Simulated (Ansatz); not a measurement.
Run report: C₂H₉BO, geometry relaxation (part 2 of 2)

C₂H₉BO; RKS PBE-D4/6-31G* (Ansatz 0.2.0). The input holds or restrains some coordinates. Forces given for the steps count only the free coordinates. It belongs to a series of runs on one base structure; here: pulled along the bonds that form and break, towards end B.

Geometry of the input (Å):
```
B  0.0000  0.0000  0.0000
C  0.0000  0.0000  1.9500
H  -0.9996  -0.3092  2.3205
H  0.7676  -0.7111  2.3205
H  0.2320  1.0203  2.3205
H  1.0305  0.0000  -0.5950
H  -1.0305  0.0000  -0.5950
O  -0.2190  -1.6079  0.5392
C  -0.7634  -2.6617  -0.2415
H  -0.1565  -3.5801  -0.0990
H  -1.8088  -2.8567  0.0767
H  -0.7512  -2.3734  -1.3133
H  -0.1495  -1.0979  1.5797
```

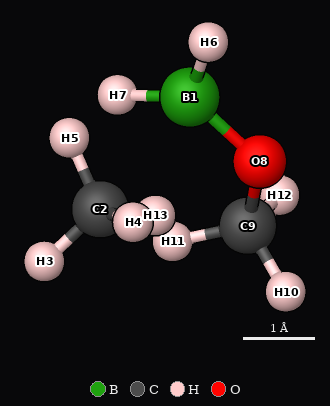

Fig. 1: The geometry at step 12 of the log (ball-and-stick view, seen at a tilt; atoms are numbered from 1 in the order of the input).

Trajectory as extended XYZ, continued
```
13
Properties=species:S:1:pos:R:3:forces:R:3 step=4 energy=-4933.40207
B    -0.0344   -0.3532   -0.3625   -0.2129  -0.7367   0.2540
C    -0.0033    0.0626    2.3940   -0.2812  -1.5123   1.1333
H    -1.0589   -0.2466    2.5297   -0.1802   1.0963   2.6074
H     0.8350   -0.6711    2.5412    0.4526   1.0573   2.7660
H     0.2556    1.1119    2.3038   -0.0128  -0.1639  -1.3421
H     1.0759    0.0683   -0.6004   -0.2170   0.4754   0.2978
H    -1.1100    0.1054   -0.6497   -0.0118   0.4899  -0.1988
O    -0.0389   -1.6708    0.0236    2.3365   1.7181   1.5775
C    -0.7882   -2.7211   -0.3704   -0.8612  -1.1448  -0.9164
H    -0.1840   -3.6179   -0.1372   -0.3637  -0.2903  -0.3369
H    -1.8093   -2.8487    0.0765    0.2419   0.3313  -0.0490
H    -0.8300   -2.4981   -1.4342   -0.9253  -1.3961  -0.8729
H    -0.1575   -0.8982    1.9488    0.0353   0.0757  -4.9199
13
Properties=species:S:1:pos:R:3:forces:R:3 step=5 energy=-4935.36252
B    -0.0306   -0.3668   -0.3730    0.0111  -1.1672  -0.2803
C    -0.0059    0.0574    2.4373   -0.5552  -2.8159   0.5503
H    -1.0578   -0.1938    2.7172    0.5488   1.1351   2.0765
H     0.8401   -0.6225    2.7295   -0.1463   1.2897   2.0937
H     0.2497    1.0985    2.2376   -0.1010  -0.3060  -0.9553
H     1.0647    0.1099   -0.5837   -0.2648   0.4198   0.4036
H    -1.1077    0.1265   -0.6563    0.1601   0.0812   0.1274
O     0.0659   -1.7209   -0.1021    1.3481   1.9172   0.7968
C    -0.7935   -2.7529   -0.4175   -0.3738  -0.5167  -0.5077
H    -0.2130   -3.6527   -0.1679   -0.3359  -0.4531  -0.3085
H    -1.7922   -2.8215    0.0823    0.2857   0.4625   0.0113
H    -0.8925   -2.5896   -1.4905   -0.7912  -1.1130  -0.5718
H    -0.1757   -0.8492    1.8504    0.2145   1.0665  -3.4359
13
Properties=species:S:1:pos:R:3:forces:R:3 step=6 energy=-4936.86235
B    -0.0228   -0.3861   -0.3765    0.4268  -1.3184  -0.6465
C    -0.0146    0.0257    2.4434   -0.7530  -2.6041   0.4293
H    -1.0364   -0.1336    2.9015    1.0970   0.8136   0.7598
H     0.8308   -0.5616    2.9060   -0.6132   1.0922   0.7088
H     0.2358    1.0634    2.1869   -0.1194  -0.3348  -0.4017
H     1.0519    0.1536   -0.5421   -0.2886   0.3259   0.3916
H    -1.1032    0.1249   -0.6344    0.1711  -0.1813   0.2792
O     0.1669   -1.7607   -0.2246    0.0686   1.6435   0.3974
C    -0.7919   -2.7769   -0.4569    0.1136  -0.0085  -0.3782
H    -0.2457   -3.6916   -0.1957   -0.2831  -0.4299  -0.2233
H    -1.7654   -2.7712    0.0951    0.4269   0.5180  -0.0065
H    -0.9576   -2.6809   -1.5365   -0.5755  -0.7907  -0.1965
H    -0.1964   -0.7827    1.6969    0.3289   1.2746  -1.1134
13
Properties=species:S:1:pos:R:3:forces:R:3 step=7 energy=-4937.53395
B     0.0245   -0.4367   -0.4088    0.7242  -0.5059  -0.0236
C    -0.0464   -0.0198    2.4097   -0.4694  -1.2753   0.8343
H    -0.9880   -0.0868    3.0475    0.8802   0.2826  -0.6216
H     0.8029   -0.4633    3.0110   -0.5619   0.5284  -0.4928
H     0.1703    1.0164    2.1042   -0.0590  -0.1921  -0.0046
H     1.0598    0.2461   -0.3733   -0.6473  -0.3481  -0.0863
H    -1.0887    0.0845   -0.5059    0.3511  -0.4530  -0.0503
O     0.2790   -1.8071   -0.3746   -0.8777   0.9010  -0.0817
C    -0.7809   -2.7947   -0.5043    0.0881   0.3269  -0.2723
H    -0.3137   -3.7564   -0.2401   -0.1380  -0.0557  -0.0208
H    -1.6917   -2.6354    0.1441    0.7212   0.2237  -0.3586
H    -1.0743   -2.8065   -1.5777   -0.1523  -0.1917   0.3748
H    -0.2012   -0.7179    1.5315    0.1409   0.7591   0.8035
13
Properties=species:S:1:pos:R:3:forces:R:3 step=8 energy=-4937.67583
B     0.0286   -0.4592   -0.3792    0.4439  -0.7923  -0.3186
C    -0.0516   -0.0580    2.4120   -0.1433  -0.4282   0.3151
H    -0.9731   -0.1112    3.0316    0.2648   0.1103  -0.2046
H     0.8092   -0.4221    3.0120   -0.1880   0.2241  -0.1753
H     0.1223    0.9735    2.0606   -0.0197  -0.1768   0.0504
H     0.9943    0.2483   -0.4034    0.1204   0.1549   0.0766
H    -1.0929   -0.0258   -0.4797   -0.1401  -0.1101  -0.0160
O     0.3153   -1.8122   -0.3590   -0.3088   0.6512  -0.4702
C    -0.7591   -2.7538   -0.5212    0.0262   0.1493   0.3038
H    -0.3838   -3.7376   -0.1906   -0.0847   0.0285  -0.0630
H    -1.6201   -2.4521    0.1088   -0.0071  -0.1565  -0.1556
H    -1.0689   -2.8058   -1.5813    0.0134  -0.0360   0.1010
H    -0.1684   -0.7617    1.5529    0.0229   0.3816   0.5565
13
Properties=species:S:1:pos:R:3:forces:R:3 step=9 energy=-4937.70111
B     0.0393   -0.4027   -0.3839   -0.1239  -0.9532  -0.2776
C    -0.0418   -0.0994    2.4056   -0.0433  -0.1538   0.0770
H    -0.9387   -0.1625    3.0393   -0.0068   0.0209   0.0333
H     0.8547   -0.3635    2.9873   -0.0114   0.0483   0.0161
H     0.0606    0.9193    2.0047   -0.0016  -0.0016   0.0116
H     1.0268    0.2761   -0.3367    0.0912   0.0656  -0.0455
H    -1.0808    0.0457   -0.4814   -0.0243   0.0148   0.0038
O     0.2575   -1.7646   -0.4031    0.1704   0.4712  -0.2488
C    -0.7770   -2.7473   -0.5124   -0.0239   0.1866   0.0200
H    -0.4015   -3.6888   -0.0758    0.0046   0.0793   0.0027
H    -1.6954   -2.4392    0.0187   -0.0176   0.0353  -0.0137
H    -1.0163   -2.9221   -1.5750   -0.0104  -0.0053  -0.0200
H    -0.1357   -0.8287    1.5760   -0.0029   0.1921   0.4410
13
Properties=species:S:1:pos:R:3:forces:R:3 step=11 energy=-4937.72434 accepted=F
B     0.0490   -0.4116   -0.3887    0.2416  -0.8361  -0.2877
C    -0.0209   -0.1617    2.4098    0.3888   0.0736   0.1212
H    -0.9051   -0.3316    3.0472    0.0836  -0.0043  -0.0160
H     0.9074   -0.1309    3.0381   -0.5399  -0.0302  -0.3477
H    -0.1356    0.8186    1.8898    0.0629  -0.4418   0.1755
H     1.0219    0.3038   -0.3913   -0.0628  -0.0647   0.0078
H    -1.0893    0.0030   -0.4500    0.0549  -0.0099   0.0152
O     0.2985   -1.7743   -0.4083   -0.2878   0.8494  -0.2726
C    -0.8027   -2.6860   -0.5148   -0.1233  -0.1860   0.0139
H    -0.5560   -3.5941    0.0760   -0.0771   0.2234  -0.1457
H    -1.7514   -2.2409   -0.1353    0.2669  -0.1053  -0.1222
H    -0.9354   -2.9754   -1.5802    0.0156   0.0285   0.2605
H     0.0712   -0.9966    1.6711   -0.0233   0.5033   0.5979
13
Properties=species:S:1:pos:R:3:forces:R:3 step=12 energy=-4937.73377
B     0.0440   -0.4078   -0.3917    0.1601  -0.8553  -0.2567
C    -0.0297   -0.1491    2.4043    0.0857   0.0296   0.1919
H    -0.9163   -0.2770    3.0443    0.0050  -0.0087   0.0017
H     0.8892   -0.2253    3.0134   -0.1229   0.0101  -0.0719
H    -0.0648    0.8464    1.9288   -0.0040  -0.1082   0.0361
H     1.0171    0.3008   -0.3845    0.0014  -0.0017  -0.0103
H    -1.0910    0.0097   -0.4569    0.0085   0.0029   0.0018
O     0.2921   -1.7680   -0.4038   -0.1299   0.7369  -0.3089
C    -0.7898   -2.6994   -0.5081   -0.0614  -0.0621   0.0089
H    -0.5086   -3.6151    0.0435   -0.0318   0.0931  -0.0329
H    -1.7290   -2.2875   -0.0894    0.0768  -0.0276  -0.0525
H    -0.9516   -2.9618   -1.5710    0.0155   0.0067   0.0910
H    -0.0099   -0.9434    1.6345   -0.0029   0.1841   0.4017
13
Properties=species:S:1:pos:R:3:forces:R:3 step=13 energy=-4937.74400
B     0.0431   -0.3945   -0.3972    0.1668  -0.8393  -0.2860
C    -0.0216   -0.1706    2.4029    0.1024  -0.1041   0.1936
H    -0.9193   -0.3260    3.0240    0.0484  -0.0073  -0.0321
H     0.8817   -0.1723    3.0413   -0.1462   0.0170  -0.0841
H    -0.0994    0.8042    1.8920    0.0082  -0.0977   0.0253
H     1.0208    0.3102   -0.4038   -0.0250  -0.0175   0.0034
H    -1.0909    0.0283   -0.4515    0.0157  -0.0024   0.0143
O     0.2854   -1.7553   -0.4148   -0.1513   0.7369  -0.2960
C    -0.7994   -2.6853   -0.5031   -0.0410  -0.0427  -0.0123
H    -0.5350   -3.5776    0.0914   -0.0251   0.0577  -0.0160
H    -1.7461   -2.2541   -0.1243    0.0679  -0.0090  -0.0375
H    -0.9375   -2.9912   -1.5574    0.0189   0.0122   0.0825
H     0.0699   -0.9935    1.6637   -0.0396   0.2963   0.4449
13
Properties=species:S:1:pos:R:3:forces:R:3 step=14 energy=-4937.74997
B     0.0447   -0.3765   -0.4126    0.1699  -0.8472  -0.2933
C    -0.0206   -0.2013    2.3902    0.0749  -0.0836   0.1994
H    -0.9288   -0.3880    2.9863    0.0370  -0.0034  -0.0314
H     0.8622   -0.1751    3.0532   -0.0938   0.0086  -0.0557
H    -0.1150    0.7721    1.8806    0.0026  -0.0770   0.0234
H     1.0222    0.3278   -0.4169   -0.0158  -0.0096  -0.0234
H    -1.0895    0.0464   -0.4540    0.0116  -0.0007   0.0246
O     0.2869   -1.7369   -0.4439   -0.1719   0.7482  -0.2333
C    -0.8009   -2.6667   -0.4822   -0.0367  -0.0065  -0.0339
H    -0.5464   -3.5225    0.1659   -0.0062   0.0274  -0.0071
H    -1.7480   -2.2108   -0.1369    0.0528   0.0042  -0.0270
H    -0.9324   -3.0309   -1.5169    0.0154  -0.0148   0.0379
H     0.1174   -1.0152    1.6507   -0.0400   0.2545   0.4198
13
Properties=species:S:1:pos:R:3:forces:R:3 step=15 energy=-4937.75394
B     0.0366   -0.3492   -0.4228    0.1492  -0.8372  -0.3342
C    -0.0021   -0.2480    2.3858    0.1090  -0.1532   0.2256
H    -0.9295   -0.5009    2.9303    0.1166   0.0170  -0.0554
H     0.8366   -0.1373    3.0991   -0.1540  -0.0249  -0.0955
H    -0.1468    0.7086    1.8566    0.0140  -0.0608   0.0181
H     1.0126    0.3543   -0.5064   -0.0360  -0.0134   0.0591
H    -1.0994    0.0733   -0.3925    0.0375  -0.0110  -0.0178
O     0.2761   -1.7093   -0.4613   -0.2089   0.7222  -0.3211
C    -0.8136   -2.6382   -0.4706   -0.1239  -0.1880   0.0825
H    -0.6196   -3.4129    0.3098   -0.1057   0.2758  -0.3004
H    -1.7825   -2.1273   -0.2605    0.2568  -0.1969  -0.0857
H    -0.8591   -3.1341   -1.4691    0.0108   0.1541   0.3611
H     0.2422   -1.0567    1.6648   -0.0654   0.3163   0.4638
13
Properties=species:S:1:pos:R:3:forces:R:3 step=16 energy=-4937.76187
B     0.0174   -0.3482   -0.4287    0.2217  -0.8487  -0.1451
C     0.0239   -0.2462    2.3792    0.0799  -0.1692   0.2719
H    -0.9222   -0.5449    2.8661    0.1285   0.0240  -0.0479
H     0.8137   -0.1136    3.1426   -0.1393  -0.0163  -0.1013
H    -0.1294    0.7107    1.8550    0.0166  -0.0338   0.0092
H     0.9969    0.3559   -0.4430   -0.0504  -0.0251  -0.0680
H    -1.1171    0.0746   -0.4253    0.0011   0.0004  -0.0431
O     0.2586   -1.7085   -0.4505   -0.2113   0.7631  -0.3310
C    -0.8279   -2.6395   -0.4692   -0.0597  -0.0895   0.0073
H    -0.6508   -3.4003    0.3167   -0.0369   0.1168  -0.1012
H    -1.8010   -2.1387   -0.2894    0.1174  -0.0642  -0.0313
H    -0.8523   -3.1470   -1.4542    0.0121   0.0611   0.1409
H     0.3417   -1.0321    1.6637   -0.0797   0.2815   0.4396
13
Properties=species:S:1:pos:R:3:forces:R:3 step=17 energy=-4937.76418
B     0.0162   -0.3392   -0.4251    0.1785  -0.8521  -0.4675
C     0.0268   -0.2608    2.3825    0.0414  -0.1240   0.2588
H    -0.9180   -0.5826    2.8545    0.0922   0.0242  -0.0448
H     0.8039   -0.1300    3.1563   -0.0801  -0.0164  -0.0729
H    -0.1340    0.7030    1.8744    0.0002  -0.0054   0.0016
H     0.9932    0.3644   -0.4757   -0.0176  -0.0086   0.0458
H    -1.1179    0.0839   -0.4655    0.0016  -0.0010   0.0882
O     0.2565   -1.6992   -0.4555   -0.1962   0.7555  -0.2300
C    -0.8290   -2.6308   -0.4579   -0.0101  -0.0293  -0.0028
H    -0.6623   -3.3665    0.3484   -0.0093   0.0321  -0.0074
H    -1.8019   -2.1288   -0.3042    0.0235  -0.0009  -0.0111
H    -0.8432   -3.1656   -1.4244    0.0221   0.0190   0.0329
H     0.3613   -1.0256    1.6555   -0.0461   0.2070   0.4092
13
Properties=species:S:1:pos:R:3:forces:R:3 step=18 energy=-4937.76832
B     0.0147   -0.3312   -0.4321    0.1429  -0.8654  -0.3422
C     0.0293   -0.2740    2.3772    0.0620  -0.1100   0.2407
H    -0.9100   -0.6010    2.8523    0.0352   0.0154  -0.0191
H     0.8019   -0.1212    3.1492   -0.0455  -0.0067  -0.0350
H    -0.1435    0.6800    1.8543    0.0016  -0.0151   0.0029
H     0.9901    0.3730   -0.4815    0.0013   0.0013   0.0157
H    -1.1206    0.0915   -0.4472    0.0128  -0.0063   0.0278
O     0.2548   -1.6912   -0.4547   -0.1887   0.7688  -0.2857
C    -0.8303   -2.6229   -0.4541   -0.0126  -0.0411   0.0107
H    -0.6815   -3.3355    0.3777   -0.0187   0.0481  -0.0406
H    -1.8057   -2.1150   -0.3358    0.0347  -0.0215  -0.0116
H    -0.8219   -3.1845   -1.4064    0.0134   0.0309   0.0637
H     0.3743   -1.0457    1.6644   -0.0384   0.2015   0.3726
```

Results in brief

| quantity | value |
| --- | --- |
| outcome | converged under the restraints of the input |
| total energy | −4937.7683 eV |
| mean-field energy | −4937.5944 eV |
| largest force (length of the vector) at the end, held atoms and coordinates included | 0.942 eV/Å |
| hardware | 1 thread of Arm Neoverse V2, 24 GiB of memory available, shared host |
| wall time | 41 s |
| peak memory | 0.13 GiB |
